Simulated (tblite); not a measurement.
**Molecular dynamics of C₅H₈SSi (part 2 of 2)**

Continued. System: C₅H₈SSi, SMILES [SiH3]Cc1ccsc1. Method: GFN2-xTB Langevin dynamics, gas phase (tblite 0.8.0). It belongs to a series of runs on one base structure; here: H on C replaced by CH2SiH3.

Geometry of the input (Å):
```
Si -2.0708  0.6456  0.6109
C  -1.0176  -0.0530  -0.8234
C  0.3687  -0.3437  -0.3703
C  1.3611  0.6590  -0.1941
C  2.5389  0.1676  0.2586
S  2.4795  -1.5352  0.4925
C  0.8399  -1.5738  -0.0340
H  -3.4206  0.9037  0.1074
H  -2.1071  -0.3408  1.6900
H  -1.4703  1.8911  1.0895
H  -1.4777  -0.9639  -1.2071
H  -0.9876  0.6688  -1.6410
H  1.1886  1.6993  -0.4061
H  3.4470  0.6961  0.4698
H  0.3236  -2.5129  -0.0647
```

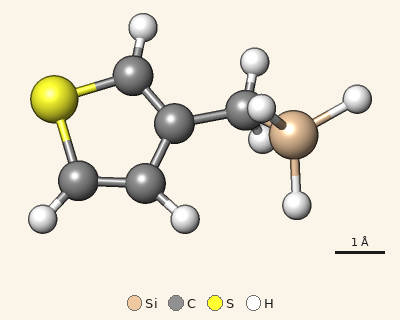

*The geometry at step 31 of the log (ball-and-stick view, seen at a tilt).*

Trajectory as extended XYZ, continued:
```
15
Properties=species:S:1:pos:R:3:forces:R:3 step=21 time_fs=525.0 energy=-536.42682 temperature=449.3
Si   -2.1054    1.1501    0.2311   -0.4811  -0.0814   0.4860
C    -1.4221   -0.5267   -0.3216   -0.9767  -1.6114  -2.2033
C    -0.0638   -0.6982    0.1359    1.7536  -1.9473   0.1586
C     0.9163    0.2722   -0.1905   -1.6966   0.5107  -0.1599
C     2.1413   -0.0967    0.1766    1.4996   0.9592  -0.4366
S     2.2189   -1.6830    0.7751    0.2042  -0.4174   0.3634
C     0.5190   -1.8834    0.5868   -0.4584   1.6687   0.0839
H    -3.5268    0.9827   -0.1978    0.3942   0.4521   0.2419
H    -1.8640    1.2418    1.7261   -0.2924  -0.0879  -0.7415
H    -1.3685    2.3233   -0.3066   -0.3837  -0.3019  -0.0616
H    -2.0192   -1.4413   -0.0997    0.0099   0.7992   0.5966
H    -1.3390   -0.7204   -1.4721   -0.3157   1.0552   1.3106
H     0.5618    1.1897   -0.6763    0.7698  -0.4185   0.3934
H     3.0062    0.5407    0.0286    0.0566  -0.5309   0.1939
H     0.0572   -2.7469    1.0200   -0.0835  -0.0485  -0.2254
15
Properties=species:S:1:pos:R:3:forces:R:3 step=23 time_fs=575.0 energy=-536.40857 temperature=408.8
Si   -2.2494    1.3836    0.3701   -1.1147  -1.3987   0.9691
C    -1.5726   -0.2803   -0.2451    2.3332   0.6671   0.5428
C    -0.1197   -0.5717    0.1039    0.9806   0.3926  -1.1562
C     0.9634    0.2796   -0.2871    0.3241  -0.4406   0.3315
C     2.1683   -0.2435    0.0672    0.4650   0.7914  -0.3213
S     2.1383   -1.7803    0.8510   -1.6178   0.7837  -0.6239
C     0.3802   -1.7337    0.6327    0.6439   1.4094  -0.0743
H    -3.5648    1.2812   -0.2852    0.0040   0.4095   0.2044
H    -2.3055    1.5179    1.8640   -0.1469  -0.2995  -0.5184
H    -1.4256    2.4478    0.0331    1.0026   1.4448  -0.7692
H    -1.9370   -1.0750    0.2970   -2.1386  -1.6759   0.8224
H    -1.7605   -0.3910   -1.2998    0.0980  -0.1196  -0.3316
H     0.8847    1.2260   -0.8094   -0.1368  -0.2810   0.2153
H     3.0968    0.2785   -0.1217    0.0081  -0.3674   0.1447
H    -0.2015   -2.4740    1.0604   -0.7049  -1.3157   0.5647
15
Properties=species:S:1:pos:R:3:forces:R:3 step=24 time_fs=600.0 energy=-536.10561 temperature=400.6
Si   -2.2632    1.4963    0.3991    0.5984  -0.1406   1.5549
C    -1.4539   -0.1392   -0.2076    0.6306  -1.6340   2.2932
C    -0.0376   -0.5783    0.0394    0.2268   3.1907  -0.2043
C     1.0345    0.2973   -0.2967    0.8480   0.1602  -0.6590
C     2.2856   -0.2187   -0.1010   -1.4617   0.0360   0.6546
S     2.0872   -1.6714    0.7711    1.7153  -1.6185   0.2987
C     0.4224   -1.6999    0.5840   -2.3459  -1.9300   1.2636
H    -3.5782    1.6302   -0.1937   -0.2589  -0.1526  -0.1572
H    -2.3576    1.2098    1.9044    0.0007   0.4576  -0.8919
H    -1.6075    2.8278    0.1152   -0.0437  -0.8167   0.1234
H    -1.9232   -1.0978    0.1412   -0.8418   1.1724  -0.6604
H    -1.4168   -0.0212   -1.2224   -0.7300  -0.1590  -2.8681
H     0.8958    1.2543   -0.7494   -0.1935   0.2894  -0.2279
H     3.2687    0.1525   -0.2426    0.1751   0.3065  -0.1032
H    -0.3146   -2.4822    0.9689    1.6806   0.8386  -0.4164
15
Properties=species:S:1:pos:R:3:forces:R:3 step=25 time_fs=625.0 energy=-536.32137 temperature=472.6
Si   -2.1574    1.4733    0.5054    0.3029   1.4726  -2.1365
C    -1.4935   -0.0613   -0.3461    0.6321  -2.5176   2.9448
C    -0.0625   -0.3929   -0.0546    1.7934   2.6002  -0.5988
C     1.0441    0.5123   -0.4165    0.8777  -1.2905   0.1408
C     2.2752   -0.0437   -0.1263   -2.1726  -0.9887   0.3832
S     2.1525   -1.6797    0.6265   -1.2789   1.9019  -0.6487
C     0.4055   -1.4871    0.5444   -0.1577  -1.5111   0.3589
H    -3.4692    1.7821   -0.0899    0.0315  -0.1338   0.0072
H    -2.3267    1.5375    1.8893    0.0568  -0.2021   1.5359
H    -1.2371    2.5869    0.0075   -0.4842  -0.5383   0.4437
H    -1.9539   -1.0086    0.1344   -0.2839   1.3509  -1.2297
H    -1.5241   -0.0502   -1.3857   -0.7778   0.0048  -1.6276
H     0.9268    1.4599   -0.9605    0.0341  -0.6608   0.5384
H     3.2602    0.2878   -0.2471    0.7159   0.5619  -0.2511
H    -0.2951   -2.2649    0.8479    0.7108  -0.0494   0.1396
15
Properties=species:S:1:pos:R:3:forces:R:3 step=27 time_fs=675.0 energy=-536.54605 temperature=492.2
Si   -2.0212    1.3353    0.7959   -0.4560  -0.5794   1.3568
C    -1.5224   -0.0303   -0.4521    0.0567   1.6174  -0.7218
C    -0.1192   -0.3868   -0.2458    1.8917  -1.5545   1.2362
C     0.8872    0.5854   -0.4157    1.3280  -0.1049  -0.7065
C     2.1587    0.1280   -0.2595   -0.0120  -0.8593   0.8532
S     2.1784   -1.5233    0.3430   -0.4531   0.7909  -0.2962
C     0.4616   -1.5833    0.2640   -2.1098   0.9149  -0.4774
H    -3.3919    1.8241    0.6512   -0.2731  -0.3769  -0.1411
H    -1.8733    0.6774    2.1855   -0.0393   0.5390  -0.9780
H    -1.3731    2.6245    0.7377    0.6744   0.1332  -0.0984
H    -2.1177   -0.8863   -0.3287   -1.0028  -0.9812  -0.0675
H    -1.6593    0.4206   -1.4801    0.1048  -0.6991   0.8304
H     0.8006    1.5860   -0.7935   -0.5843   0.1197  -0.0074
H     3.0894    0.6652   -0.2848   -0.1344  -0.0743  -0.1360
H    -0.1322   -2.4697    0.6277    1.0092   1.1145  -0.6463
15
Properties=species:S:1:pos:R:3:forces:R:3 step=28 time_fs=700.0 energy=-536.28804 temperature=477.3
Si   -2.0408    1.2517    1.0382   -0.3182  -0.4985  -1.2324
C    -1.5334   -0.0407   -0.3756   -1.2520   0.7778  -0.7756
C    -0.1347   -0.4667   -0.2185    1.3828  -0.8120  -0.7579
C     0.8535    0.5173   -0.4388    1.0834   2.3151   0.4661
C     2.1589    0.2260   -0.1589   -1.2380  -0.8694  -0.3927
S     2.2382   -1.4815    0.2352   -0.2794   0.3790  -0.3680
C     0.5132   -1.6837    0.0019   -0.9674   0.6628   0.2439
H    -3.5705    1.2217    0.9484    1.0518   0.2187   0.2301
H    -1.4600    1.0043    2.3480   -0.1528  -0.2203   0.1439
H    -1.3168    2.4409    0.5338   -0.4458   0.0513   0.1990
H    -2.2352   -0.8857   -0.4362    0.2732   0.1968   0.1222
H    -1.7036    0.5804   -1.3675    0.5455  -1.2316   1.6274
H     0.6924    1.6015   -0.6730   -0.4524  -1.2245   0.0769
H     2.9411    0.9525   -0.3178    0.2002  -0.7356   0.3231
H     0.0473   -2.6831    0.1030    0.5690   0.9902   0.0940
15
Properties=species:S:1:pos:R:3:forces:R:3 step=29 time_fs=725.0 energy=-536.42373 temperature=512.7
Si   -2.0199    1.1371    1.1769    0.7267  -0.6809  -0.3184
C    -1.4426   -0.1780   -0.1587   -3.9687   0.2701  -0.4976
C    -0.0630   -0.5104   -0.2843    1.5779  -0.1499   0.3346
C     0.8481    0.5806   -0.3877    0.8296  -0.7792   0.4033
C     2.1122    0.1573   -0.1371    0.8263   1.6609  -0.0007
S     2.2778   -1.4855    0.1019    0.4118  -1.0660   0.1898
C     0.5896   -1.7043   -0.0315    0.0414   2.9017  -0.5200
H    -3.4104    0.9083    1.4421   -0.6489  -0.2042   0.0714
H    -1.2414    0.6968    2.3161    0.1765   0.2845   0.3758
H    -1.9712    2.5375    0.7695    0.3326   0.0122  -0.0521
H    -2.0998   -1.0718    0.0435    0.7042   0.5235  -0.2411
H    -1.9072    0.2884   -1.0838    0.7617  -0.6558   0.4485
H     0.6422    1.6147   -0.5553   -0.4052   0.0922  -0.0436
H     2.9866    0.7702    0.0443   -0.1455  -0.0368  -0.4083
H     0.2643   -2.6536    0.1017   -1.2203  -2.1721   0.2582
15
Properties=species:S:1:pos:R:3:forces:R:3 step=31 time_fs=775.0 energy=-536.26817 temperature=430.0
Si   -1.9830    0.7664    1.5341   -0.8049  -1.0200  -0.7377
C    -1.4034   -0.4855    0.1720    0.9328   1.3635   2.2324
C     0.0776   -0.5187    0.0583   -1.5784  -0.2901   0.1171
C     0.9306    0.5814   -0.1389   -0.4680   0.8494   0.3382
C     2.2276    0.1834   -0.3388   -0.4321  -0.0379   0.4260
S     2.3302   -1.6036   -0.1740    1.5118   1.6094  -0.4968
C     0.6700   -1.7111    0.0681    0.0000  -2.0831  -0.2816
H    -3.3891    0.3676    1.8466    0.3684   0.3711  -0.1616
H    -1.2390    0.5392    2.7344    0.4634   0.1377   0.4840
H    -1.8266    2.0204    0.8145   -0.1172   0.3612   0.2955
H    -1.8103   -1.4411    0.2900   -0.3662  -1.4876   0.4751
H    -1.7697   -0.1360   -0.7127   -1.1175   1.0907  -2.5525
H     0.3356    1.5553   -0.0231    1.9316  -1.0654  -0.5751
H     3.1142    0.8110   -0.4972   -0.6264  -0.7019   0.1314
H     0.2179   -2.7182    0.0435    0.3026   0.9029   0.3056
15
Properties=species:S:1:pos:R:3:forces:R:3 step=32 time_fs=800.0 energy=-536.53912 temperature=503.9
Si   -1.9955    0.6732    1.7084    0.1207   0.4180   0.7129
C    -1.4023   -0.4344    0.3157    0.6544  -0.5650  -0.0651
C     0.0768   -0.6154    0.1134   -1.5565  -0.7448   0.3824
C     0.9505    0.4085   -0.1532    0.3870   3.1110  -0.6749
C     2.2208    0.0228   -0.4106    0.4227   2.6983  -0.2700
S     2.4697   -1.5929   -0.3380   -1.6246  -2.5995   0.7866
C     0.7046   -1.8004    0.0957    2.5131   0.7649  -0.6809
H    -3.3991    0.3532    1.7040   -0.6075  -0.0395   0.1537
H    -1.3776    0.3724    2.9995    0.0634  -0.2302  -0.0354
H    -1.8778    2.1223    1.6281    0.1411   0.1461  -0.3514
H    -1.8830   -1.3985    0.4749    0.1895  -0.3119   0.1366
H    -1.8273   -0.1028   -0.6126   -0.1340   0.4622  -0.5979
H     0.6459    1.4749   -0.2360    0.2252  -0.9164   0.2004
H     3.0319    0.7124   -0.6347   -0.2118  -0.3389   0.0204
H     0.3533   -2.7285    0.3402   -0.5827  -1.8545   0.2827
15
Properties=species:S:1:pos:R:3:forces:R:3 step=33 time_fs=825.0 energy=-536.26769 temperature=348.0
Si   -2.0125    0.7109    1.8739    1.2876  -0.3801  -0.5269
C    -1.3581   -0.4595    0.4145   -0.0179  -1.1246  -0.8272
C     0.1708   -0.7091    0.1259   -1.4609   0.5073   0.8994
C     0.9807    0.4347   -0.2303   -0.7277  -1.5684   0.3871
C     2.2442    0.1315   -0.4903   -0.3991  -3.4272   0.2569
S     2.4646   -1.6525   -0.3918    1.0089   1.0195   0.0000
C     0.8884   -1.8870    0.1578   -2.2009  -0.2222  -0.0204
H    -3.4747    0.9295    1.8501    0.3124  -0.3483   0.0561
H    -1.3618    0.1657    3.1159   -0.5587   0.2034  -0.4682
H    -1.4222    2.0420    1.6295   -0.0604  -0.1069   0.0505
H    -1.9251   -1.4563    0.5280    1.0547   1.1294  -0.0602
H    -1.7365   -0.0734   -0.5774    0.2186  -0.1050   0.9714
H     0.6320    1.4068   -0.3246   -0.7748   1.3201   0.0842
H     3.0633    0.5945   -0.8693    1.6921   1.4639  -0.6779
H     0.4882   -2.9350    0.3175    0.6261   1.6393  -0.1247
15
Properties=species:S:1:pos:R:3:forces:R:3 step=35 time_fs=875.0 energy=-536.37210 temperature=266.3
Si   -1.8170    0.7820    1.8932    1.9129  -0.6645   0.2398
C    -1.2955   -0.5942    0.6068   -0.5386   0.9461  -0.8219
C     0.1312   -0.5726    0.1939   -0.9203   0.4862   1.1786
C     0.9463    0.4843   -0.2202   -1.0171   1.8515  -0.7157
C     2.1393    0.0555   -0.6163    1.5104  -0.5747  -0.3341
S     2.3758   -1.6106   -0.3357   -0.1666  -0.8708   0.4082
C     0.7678   -1.7442    0.3362    1.5058  -0.1854  -1.2219
H    -3.0466    1.4658    1.6846   -0.7290   0.1596  -0.2239
H    -1.6394    0.2423    3.2725   -0.3642  -0.0632  -0.4208
H    -0.6929    1.7676    1.8987   -0.4041  -0.1131  -0.2087
H    -1.3231   -1.6005    0.9745   -1.1572  -0.3488   0.6001
H    -1.8551   -0.5808   -0.3684   -0.0410   0.2227   0.9489
H     0.6401    1.5329   -0.3836    0.0001  -0.8502   0.3007
H     2.9699    0.5341   -1.0780    0.1485   0.5243  -0.0059
H     0.2894   -2.6769    0.4933    0.2602  -0.5198   0.2766
15
Properties=species:S:1:pos:R:3:forces:R:3 step=36 time_fs=900.0 energy=-536.50509 temperature=342.2
Si   -1.6998    0.7683    1.9030   -0.3564   0.7345   1.0595
C    -1.4522   -0.4984    0.5704    3.5582  -0.5578  -0.5565
C     0.1345   -0.6145    0.3030   -2.1813   0.5307  -0.4786
C     0.9504    0.4470   -0.2092    0.1016  -0.5430   0.1177
C     2.2024    0.0849   -0.5453   -0.0061  -1.4844   0.3924
S     2.4599   -1.6391   -0.2964   -0.7015   0.9437   0.2566
C     0.8103   -1.7723    0.2890    0.8141  -2.0938   0.5896
H    -2.9561    1.4259    1.5612   -0.2347   0.1437   0.0428
H    -1.8787    0.1382    3.2287    0.2422   0.1435  -0.2329
H    -0.6737    1.8469    1.8569   -0.2007  -0.4515   0.1242
H    -1.7869   -1.5170    0.6904   -0.2669  -0.0280   0.2904
H    -1.8624   -0.0919   -0.3258   -0.2657   0.0806  -0.7761
H     0.6949    1.4555   -0.3579   -0.7316   0.8384   0.0931
H     3.0148    0.6837   -0.8582    0.3247   0.2690  -0.3015
H     0.5786   -2.8012    0.6858   -0.0960   1.4743  -0.6206
15
Properties=species:S:1:pos:R:3:forces:R:3 step=37 time_fs=925.0 energy=-536.58826 temperature=310.6
Si   -1.6336    0.7931    1.9636   -0.2348  -1.2028  -0.4772
C    -1.2543   -0.4879    0.4977    0.8484  -0.1418   2.1789
C     0.2059   -0.7044    0.1972   -2.9481  -0.0855   1.2384
C     0.9501    0.4052   -0.1656    0.1307   1.4158  -0.9002
C     2.2025    0.0669   -0.4946    1.7668   0.3996  -0.8017
S     2.4417   -1.6198   -0.2739    2.1471  -0.1796  -0.4922
C     0.8661   -1.8799    0.2409   -0.5094  -0.5526  -0.0283
H    -2.9107    1.5156    1.7098    0.4125  -0.2562   0.0524
H    -1.6943   -0.0248    3.1865   -0.0755   0.1916  -0.0734
H    -0.5035    1.6776    2.0142    0.3080   0.4459   0.0799
H    -1.7716   -1.4241    0.6469   -0.1001  -0.2390   0.1130
H    -1.6409   -0.0191   -0.3311   -1.0792   0.9080  -2.0432
H     0.5592    1.4098   -0.3599    0.0633  -0.5835   0.3976
H     2.9902    0.7145   -0.9409   -0.6952  -0.8367   0.6525
H     0.5468   -2.9086    0.4041   -0.0345   0.7167   0.1036
15
Properties=species:S:1:pos:R:3:forces:R:3 step=39 time_fs=975.0 energy=-536.12382 temperature=259.8
Si   -1.6543    0.7005    2.0887    0.9354  -0.3090  -0.7087
C    -1.2645   -0.5156    0.5443    0.8045   2.9653  -0.6439
C     0.2467   -0.6345    0.0886   -2.3479  -2.0445   1.2319
C     1.0419    0.4265   -0.3437    0.4537  -0.5529   0.0892
C     2.3085    0.0239   -0.6210   -0.0093  -0.3803   0.3084
S     2.5687   -1.6629   -0.3154    1.6890   1.1673  -0.8774
C     0.9879   -1.7997    0.0967   -2.6937  -1.6450   1.1796
H    -2.9668    1.2681    1.8559   -0.2783   0.2091  -0.2635
H    -1.8242    0.1807    3.4467    0.3439  -0.2458  -0.0720
H    -0.5764    1.7100    1.9770   -0.3014  -0.1365   0.2358
H    -1.9143   -1.3466    0.7397    0.5757  -0.8170  -0.5224
H    -1.7686    0.1534   -0.2631    0.6810  -1.3087   0.8202
H     0.6311    1.3902   -0.3777   -0.0053   1.0556  -0.2818
H     3.1682    0.5533   -0.8911    0.6244   0.8347  -0.3942
H     0.7423   -2.8526    0.3685   -0.4717   1.2076  -0.1012
15
Properties=species:S:1:pos:R:3:forces:R:3 step=40 time_fs=1000.0 energy=-536.23121 temperature=329.7
Si   -1.6101    0.6009    2.0301   -0.3382   0.7295   0.5697
C    -1.1923   -0.4152    0.5129    0.3448   0.8982  -1.2266
C     0.2978   -0.5469    0.1237   -2.9019  -1.7519   0.6990
C     1.1055    0.4849   -0.3874   -0.2765   0.7862   0.5945
C     2.3782    0.0571   -0.5900   -0.3402   0.8431  -0.8857
S     2.5769   -1.6096   -0.3961   -1.4382  -0.9933   0.8482
C     0.8162   -1.8075    0.1930    3.2194   1.6504  -1.2501
H    -2.9804    1.1417    1.8392    0.2403  -0.3022   0.1579
H    -1.4039   -0.4090    3.0679   -0.2041   0.1156   0.3115
H    -0.8130    1.7445    2.4097    0.3362   0.2758  -0.0913
H    -1.6273   -1.3216    0.8986    0.2536  -0.9947  -0.6960
H    -1.8325   -0.0907   -0.3586    0.8895  -0.2913   0.6134
H     0.7212    1.5287   -0.4529    0.5681  -1.0767  -0.0446
H     3.1400    0.6373   -1.0786    0.2002  -0.0742   0.2307
H     0.6152   -2.8178    0.4543   -0.5530   0.1855   0.1693
```

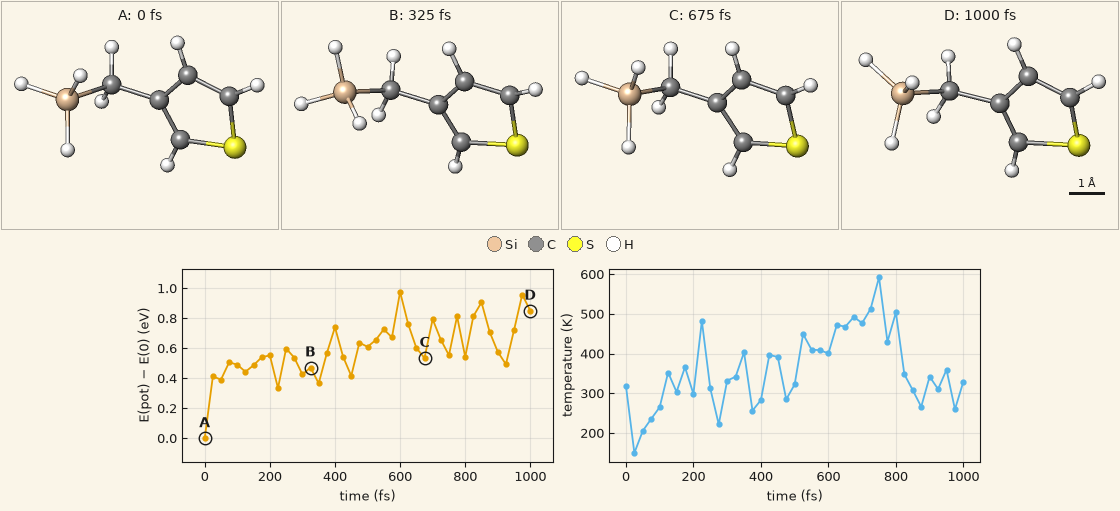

*Frames of the molecular dynamics (ball-and-stick, seen at a tilt) above the curves, on which the letters mark them.*

The trajectory kept here has 41 frames over 1000 fs. The temperature starts at 319 K, ranges from 150 to 592 K and averages 403 K over the second half. The potential energy ends 0.851 eV above its first value. After an unweighted best fit of the last frame on the first, the root-mean-square displacement is 0.32 Å, and H8 has moved furthest (0.65 Å).

Results in brief:

- outcome: finished
- mean temperature over the second half: 403 K
- trajectory: 41 frames kept, 1000 fs
- wall time: 14 s
- peak memory: 0.18 GiB
